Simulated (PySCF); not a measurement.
**CCSD(T)/STO-3G run of SiO2 (silicon dioxide molecule)**

What is the vertical ionisation energy of SiO2 (silicon dioxide molecule) at CCSD(T)/STO-3G? 

The results are computed with PySCF 2.14.0.

## (1) The molecule

The species is SiO2 (3 atoms), meant as a singlet with charge 0. As SMILES, `O=[Si]=O`. The shape is that of a PBE0-D4/def2-TZVP optimisation.

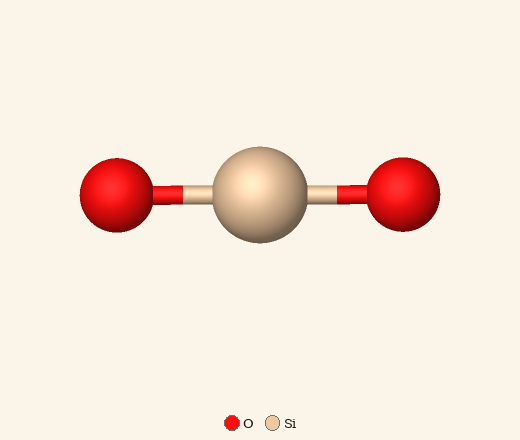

The structure, seen from a chosen angle (oxygen red, silicon light orange).

## (2) The energy at CCSD(T)/STO-3G

Input file mol.xyz:

```xyz
3
O2Si
O      0.697730     1.229600     0.518760
Si    -0.000010     0.000000     0.000000
O     -0.697730    -1.229610    -0.518760
```

Input file run.py:

```python
# O=[Si]=O
from pyscf import gto, cc

mol = gto.M(
    atom='mol.xyz',
    max_memory=1860,
    basis='sto-3g',
    verbose=3,
)

calc0 = mol.RHF()
calc0.conv_tol = 1e-10
calc0.kernel()
if not calc0.converged:
    calc0 = calc0.newton().run(calc0.mo_coeff, calc0.mo_occ)

mycc = cc.CCSD(calc0, frozen=7)
mycc.kernel()
e_t = mycc.ccsd_t()
e_final = mycc.e_tot + e_t
print('Final energy', e_final)
```

Command:

```sh
OMP_NUM_THREADS=1 python run.py
```

Standard output:

```text
converged SCF energy = -433.136469636082
E(CCSD) = -433.328956631988  E_corr = -0.1924869959057604
CCSD(T) correction = -0.036621813120813
Final energy -433.36557844510884
```

Run time: 0.71 s. Hardware: 1 thread of Arm Neoverse V2, shared host; peak memory 0.12 GiB.

## (3) The doublet cation

Input file job.py:

```python
from pyscf import gto, cc

molecule = gto.M(
    atom='''
O      1.318519     2.323607     0.980314
Si    -0.000019     0.000000     0.000000
O     -1.318519    -2.323626    -0.980314
''',
    basis='sto-3g',
    max_memory=1860,
    spin=1,
    unit='bohr',
    verbose=3,
    charge=1,
)

calc0 = molecule.UHF()
calc0.conv_tol = 1e-10
calc0.kernel()
if not calc0.converged:
    calc0 = calc0.newton().run(calc0.mo_coeff, calc0.mo_occ)

mycc = cc.CCSD(calc0, frozen=7)
mycc.kernel()
e_t = mycc.ccsd_t()
etot = mycc.e_tot + e_t
print('E(%s) = %.9f' % ('CCSD(T)', etot))
```

Command:

```sh
OMP_NUM_THREADS=1 python job.py
```

Standard output:

```text
converged SCF energy = -432.956231053593  <S^2> = 1.2257952  2S+1 = 2.4296462
E(UCCSD) = -433.1233942668506  E_corr = -0.1671632132576978
UCCSD(T) correction = -0.00960149591559708
E(CCSD(T)) = -433.132995763
```

Run time: 0.83 s. Hardware: 1 thread of Arm Neoverse V2, shared host; peak memory 0.12 GiB.

## (4) Results

Level: CCSD(T)/STO-3G, 7 core orbitals frozen.

```
                                                                  quantity          value
                                                singlet SiO2: total energy  -433.36558 Eh
                        singlet SiO2: dipole moment (Hartree–Fock density)         0.00 D
                         singlet SiO2: HOMO energy (Hartree–Fock orbitals)       -7.80 eV
                         singlet SiO2: LUMO energy (Hartree–Fock orbitals)        8.03 eV
                       singlet SiO2: HOMO–LUMO gap (Hartree–Fock orbitals)       15.84 eV
                 singlet SiO2: correlation energy (7 core orbitals frozen)     -229.1 mEh
                                              singlet SiO2: (T) correction     -36.62 mEh
                                               singlet SiO2: T1 diagnostic          0.039
                                              doublet cation: total energy  -433.13300 Eh
doublet cation: HOMO energy (Hartree–Fock orbitals) (highest over α and β)      -17.28 eV
 doublet cation: LUMO energy (Hartree–Fock orbitals) (lowest over α and β)       -2.57 eV
               doublet cation: correlation energy (7 core orbitals frozen)     -176.8 mEh
                                            doublet cation: (T) correction      -9.60 mEh
                         doublet cation: ⟨S²⟩ of the reference determinant          1.226
                                             doublet cation: T1 diagnostic          0.070
                        vertical ionisation energy (to the doublet cation)       6.329 eV
```

**Reading.** Removing an electron at fixed nuclei costs 6.33 eV (146 kcal/mol). In a minimal basis such a difference can be off by several eV, whatever the method. The T1 diagnostic (singlet SiO2) of 0.039 is above the customary mark for such species, so a single reference may not serve. Mulliken charges (singlet SiO2) of the mean-field density run from -0.47 on O1 to +0.95 on Si2. The triples (singlet SiO2) make up 16.0 % of the correlation energy. ⟨S²⟩ (doublet cation) is 1.23 where a pure doublet has 0.75: the reference is spin-contaminated.
